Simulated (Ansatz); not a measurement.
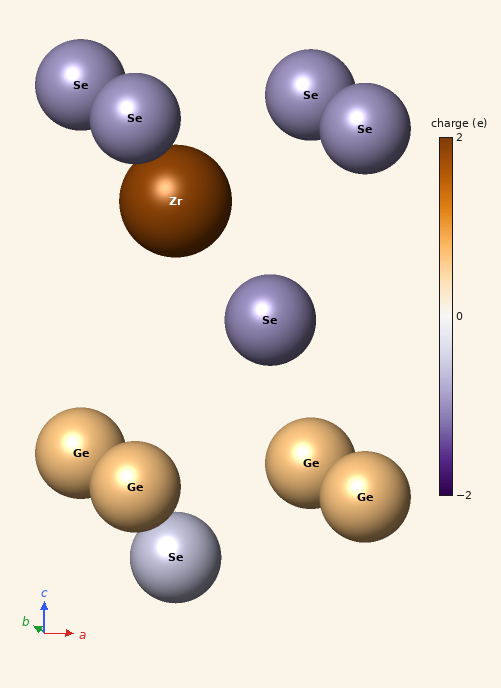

Crystal structure, spheres-only style, seen from the side at a slight tilt. The cell isn't outlined and the vacuum is left out. The atoms of this ZrGeSe$_{3}$ cell are coloured by their Bader charge.

Level of theory and settings: Ansatz 0.2.0, DFT PBE+D3(BJ), scalar-relativistic, plane waves, PAW, plane-wave cutoff 420 eV, k-points on a 12×12×1 grid, Gaussian smearing of 0.1 eV, no spin polarisation.

> Which element is the most positive, and which the most negative?

Most positive: Zr; most negative: Se. Charges: about Zr +1.8 e; Ge +0.6 e; Se -1.0 to -0.6 e.

The structure comes from a structure type filled with these elements by a generator (whether the compound takes this form wasn't checked). Earlier steps of the study may have refined or changed the cell and positions. Ansatz was used for an electronic-structure calculation on it.
